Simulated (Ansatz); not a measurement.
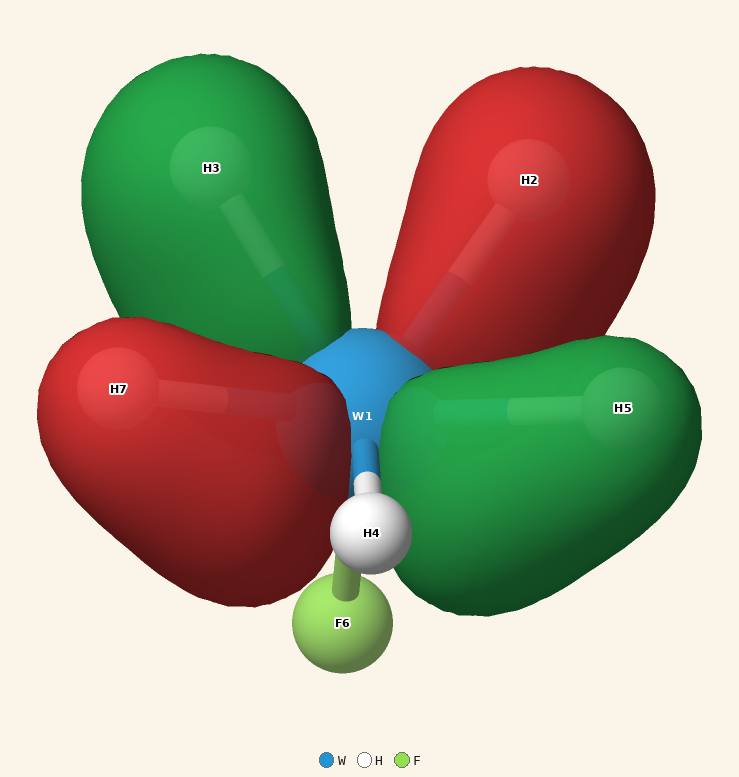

FH$_{5}$W. The HOMO at ±0.15 Å⁻³ᐟ² (green and red are the two phases), seen at an oblique angle.

Core potentials replace the inner electrons of W.

Theory: Ansatz, RKS BLYP/def2-SVP.

```xyz
7

W     0.0764   -0.2548    0.0764
H     0.4115    0.0663    1.7262
H     1.7262    0.0663    0.4115
H    -0.8102    0.8955   -0.8102
H    -1.1397    0.5576    0.9465
F    -0.3111   -2.0185   -0.3111
H     0.9465    0.5576   -1.1397
```

Describe this orbital and give its energy.

Answer. Its weight (Hirshfeld) is mainly on W1 (about 55 %), H2 (about 15 %) and H3 (about 15 %). It is one of a degenerate set, so its orientation is arbitrary. Its energy is −7.31 eV.
